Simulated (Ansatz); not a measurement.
# Fields on a plane of LiNbO2 (space group P6_3/mmc)

```yaml
crystal:
  lattice:
    - [2.90325, 0.00000, 0.00000]
    - [-1.45163, 2.51429, 0.00000]
    - [0.00000, 0.00000, 10.43545]
  atoms:
    - { symbol: Li, position: [0.00000, 0.00000, 0.00000] }
    - { symbol: Li, position: [0.00000, 0.00000, 0.50000] }
    - { symbol: Nb, position: [0.33333, 0.66667, 0.75000] }
    - { symbol: Nb, position: [0.66667, 0.33333, 0.25000] }
    - { symbol: O, position: [0.33333, 0.66667, 0.12318] }
    - { symbol: O, position: [0.66667, 0.33333, 0.87682] }
    - { symbol: O, position: [0.66667, 0.33333, 0.62318] }
    - { symbol: O, position: [0.33333, 0.66667, 0.37682] }
```

The slice is a (0001) plane (indices of the conventional cell) through the point (0.667, 0.333, 0.877) (fractional), spanned by u = [110] and v = [1 -1 0] in vectors of this cell: u (2.90 Å) and v (5.03 Å, at 90° to u). It covers one period; positions are fractions (u, v).

Atoms on it: O at (0.00, 0.00); O at (0.50, 0.50).

These are r2SCAN (plane waves to 500 eV, PAW, scalar-relativistic; Ansatz, an electronic-structure program) values and carry that method's errors. k mesh 13×13×4. These are valence fields of a PAW run, semicore shells included where kept as valence: close to a nucleus they are smooth pseudo fields. LiNbO2 is run without spin polarisation and with no Hubbard U. LiNbO2 was relaxed with its symmetry unable to fall.

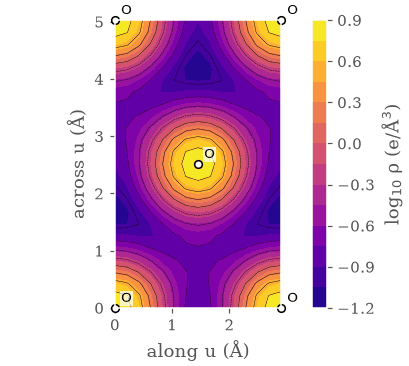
*Log₁₀ of the valence density in e/Å³, one period of the plane, atoms marked. The scale is logarithmic, as a density can span decades between atoms and voids.*

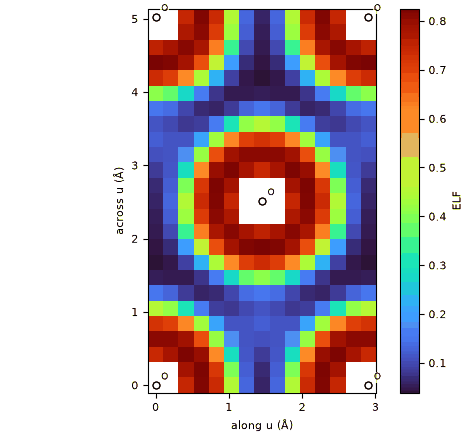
Figure: Electron localisation function (ELF), one period of the plane, atoms marked. Points within 0.4 Å of a nucleus are left white, as the pseudised field means little there.
